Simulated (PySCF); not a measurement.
**C4H10OSi2 (SMILES [SiH3]O[SiH]1CC=CC1): density, localisation and related maps**

Input file:

```
{"job": {"kind": "uv", "xc": "B3LYP", "basis": "def2-SVPD", "nstates": 8, "ntriplets": 3}, "charge": 0, "multiplicity": 1}
Si     2.867191    -1.074405     0.214629
O      1.455834    -0.711672    -0.492840
Si     0.055472    -0.034864    -0.952412
C     -1.465572    -0.937534    -0.244788
C     -2.172551     0.116025     0.556828
C     -1.641929     1.323856     0.642520
C     -0.348007     1.602326    -0.064991
H      3.106202    -2.478333    -0.110422
H      3.871566    -0.183485    -0.364283
H      2.727647    -0.861025     1.655093
H      0.139800     0.041550    -2.410096
H     -2.135496    -1.328459    -1.011724
H     -1.207899    -1.783120     0.396397
H     -3.098479    -0.146723     1.049159
H     -2.102514     2.121293     1.209341
H      0.414273     1.897682     0.658971
H     -0.472534     2.448920    -0.741292
```

Run with:

```sh
OMP_NUM_THREADS=1 python probes_run.py task.json out
```

Geometry: GFN2-xTB.

All numbers below come from B3LYP/def2-SVPD, SCF density, gas phase in PySCF.

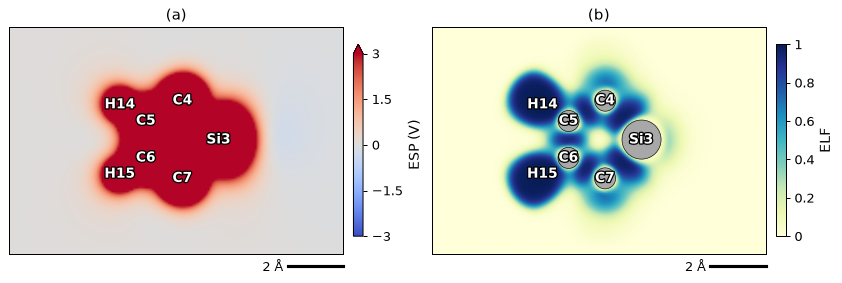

Figure 1. (a) molecular electrostatic potential; (b) ELF on the plane of atoms C4, Si3 and C7. Grey discs cover the atomic cores in the ELF map.

Question: What do the fields say about this system?

Answer: Atoms in the plane: Si, C and H.
C–C (1.32 Å): the ELF peaks at about 0.95 between the atoms: a short, multiple covalent bond.
C–Si (1.91 Å): the ELF peaks at about 0.95 between the atoms, as expected for a covalent bond.
C–H (1.08 Å): the ELF climbs to about 1 towards the hydrogen, as it does in any bond to H: a covalent bond by its length.
C–C (1.50 Å): the ELF peaks at about 0.95 between the atoms: localised, covalent bonding.
The potential has no marked negative region in this plane.

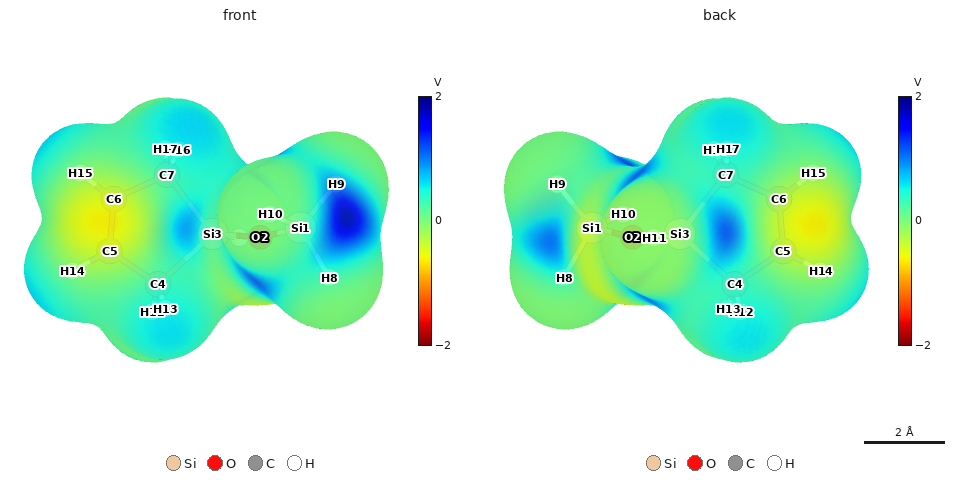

Figure 2. The molecular electrostatic potential painted on the density surface at 0.002 e/bohr³, seen from the front and from behind; the colour scale runs from red (negative) to blue (positive).

Question: Which sites attract a positive test charge, and which a negative one?

Answer: A positive charge is drawn to the negative regions and a negative charge to the positive ones. The most negative region (about −0.6 V) lies over the π face of C5 and C6, the most positive (about +1.6 V) over Si1.

Question: How polar is the molecule by this calculation?

Answer: Its dipole moment is 0.32 D.
